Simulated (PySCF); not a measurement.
**Run report: C4H8F3NSi, NMR shielding calculation**

System: C4H8F3NSi.
Method: GIAO PBE0/pcSseg-1 NMR shielding, non-relativistic, gas phase (PySCF 2.14.0).

The geometry comes from this level: GFN2-xTB, MD frame at 1000 fs, 400 K. It belongs to a series of runs on one base structure; here: MD frame at 1000 fs, 400 K. Figures and captions count atoms from 1; the log counts them from 0 in places.

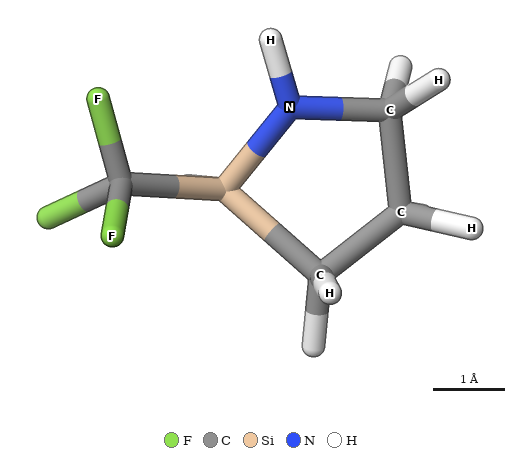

**Figure 1.** The input geometry (stick view, seen at a tilt).

Input
```
{"job": {"kind": "nmr", "xc": "PBE0", "basis": "pcSseg-1", "pop": false}, "charge": 0, "multiplicity": 1}
F      1.939700     2.021100    -0.161500
C      1.572700     1.025800     0.815000
F      2.522200     0.042100     0.652100
F      1.835900     1.581500     1.937400
Si     0.005400     0.178800     0.797000
C     -1.190300     0.332600    -0.600900
C     -2.449900     0.253200     0.221200
C     -2.360700     1.009700     1.528200
N     -0.922300     1.264800     1.642800
H      0.290900    -1.269100     1.237100
H     -1.153100     1.304400    -1.107700
H     -1.071600    -0.361700    -1.449700
H     -2.892100    -0.750000     0.381600
H     -3.358200     0.729400    -0.219200
H     -2.700800     0.275700     2.316200
H     -2.978900     1.911100     1.694300
H     -0.692700     1.730400     2.534800
```

The first line tells a small driver script what to run in PySCF; the rest is the geometry in Å.

Command:
```bash
OMP_NUM_THREADS=1 python <driver script> task.json out
```

Output
```
coarse grid: 15248 points
cycle   1  E = -800.0586295731  dE =  1.463e+00  |g| = 9.240e-01  |ddm| = 3.700e+00
cycle   2  E = -799.8602410696  dE =  1.984e-01  |g| = 1.438e+00  |ddm| = 1.393e+00
cycle   3  E = -800.2140158351  dE = -3.538e-01  |g| = 8.323e-02  |ddm| = 8.890e-01
cycle   4  E = -800.2146664543  dE = -6.506e-04  |g| = 5.888e-02  |ddm| = 8.244e-02
cycle   5  E = -800.2151797784  dE = -5.133e-04  |g| = 8.303e-03  |ddm| = 3.387e-02
cycle   6  E = -800.2151909102  dE = -1.113e-05  |g| = 2.638e-03  |ddm| = 7.811e-03
cycle   7  E = -800.2151922732  dE = -1.363e-06  |g| = 5.481e-04  |ddm| = 2.380e-03
final grid: 145544 points
cycle   8  E = -800.2843570374  dE = -4.288e-05  |g| = 9.083e-03  |ddm| = 2.586e-02
cycle   9  E = -800.2843403385  dE =  1.670e-05  |g| = 1.304e-02  |ddm| = 1.707e-02
cycle  10  E = -800.2843754624  dE = -3.512e-05  |g| = 9.280e-04  |ddm| = 1.004e-02
cycle  11  E = -800.2843756092  dE = -1.468e-07  |g| = 3.526e-04  |ddm| = 9.452e-04
cycle  12  E = -800.2843756315  dE = -2.235e-08  |g| = 9.288e-05  |ddm| = 3.017e-04
cycle  13  E = -800.2843756332  dE = -1.691e-09  |g| = 2.017e-05  |ddm| = 9.030e-05
cycle  14  E = -800.2843756333  dE = -7.344e-11  |g| = 5.610e-06  |ddm| = 2.131e-05
```

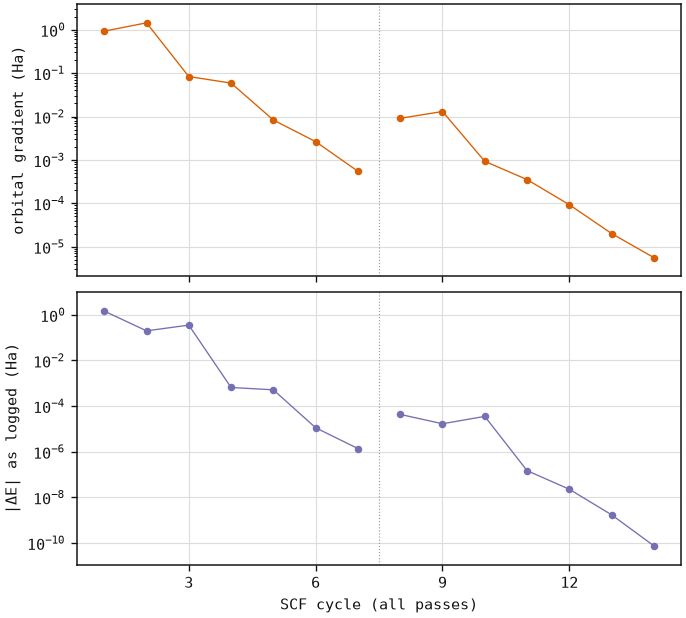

**Figure 2.** Convergence of the self-consistent field: orbital gradient and size of the energy change against the SCF cycle. The dotted line marks the change from a coarse to the final integration grid. The first 7 cycles use a coarse grid, the final grid takes over at cycle 8, and the field converges after 14 cycles in all.

```
converged SCF energy = -800.2843756333

GIAO shielding tensors (ppm)
atom      isotropic    diamagn.    paramagn.     s11        s22        s33       span
  0 F      213.253     474.873    -261.620     72.989    187.670    379.099    306.109
  1 C       45.840     248.461    -202.621     28.862     51.933     56.724     27.862
  2 F      222.707     474.918    -252.211     93.275    257.499    317.348    224.073
  3 F      252.436     469.555    -217.120    175.313    285.373    296.621    121.308
  4 Si     379.714     880.071    -500.357    333.547    392.257    413.336     79.789
  5 C      178.052     251.328     -73.276    170.628    176.552    186.976     16.349
  6 C      170.208     241.843     -71.635    142.944    182.385    185.295     42.351
  7 C      139.169     245.587    -106.418    119.003    128.571    169.931     50.928
  8 N      220.799     322.366    -101.566    179.667    211.884    270.847     91.180
  9 H       26.116      27.926      -1.810     22.192     24.321     31.836      9.644
 10 H       30.296      30.597      -0.302     25.828     27.020     38.038     12.210
 11 H       30.399      30.569      -0.170     25.839     27.044     38.314     12.475
 12 H       29.696      28.484       1.212     24.146     27.316     37.625     13.479
 13 H       28.646      26.321       2.325     23.247     26.676     36.016     12.768
 14 H       27.530      27.193       0.336     23.090     25.359     34.141     11.051
 15 H       28.039      27.563       0.476     23.137     26.054     34.925     11.788
 16 H       30.073      30.058       0.015     20.138     29.431     40.650     20.512
```

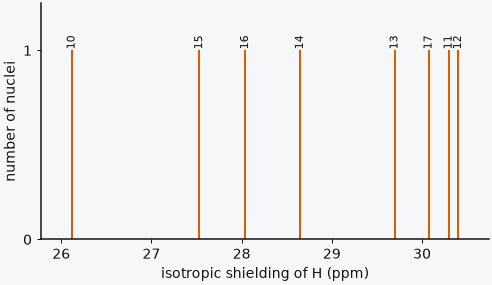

**Figure 3.** Isotropic shieldings of the hydrogen nuclei in this fixed geometry, labelled by atom number; shielding grows to the right, so chemical shift grows to the left. The least shielded is H10 (26.1 ppm), the most shielded H12 (30.4 ppm).

Summary

- outcome: converged
- total energy: −800.284376 hartree
- HOMO: −7.14 eV
- LUMO: 0.29 eV
- dipole moment: 3.55 D
- isotropic shielding, F: 213.3 to 252.4 ppm
- isotropic shielding, C: 45.8 to 178.1 ppm
- isotropic shielding, Si: 379.7 ppm
- isotropic shielding, N: 220.8 ppm
- isotropic shielding, H: 26.1 to 30.4 ppm
- hardware: 1 CPU thread, shared host
- wall time: 24 s
- peak memory: 0.93 GiB
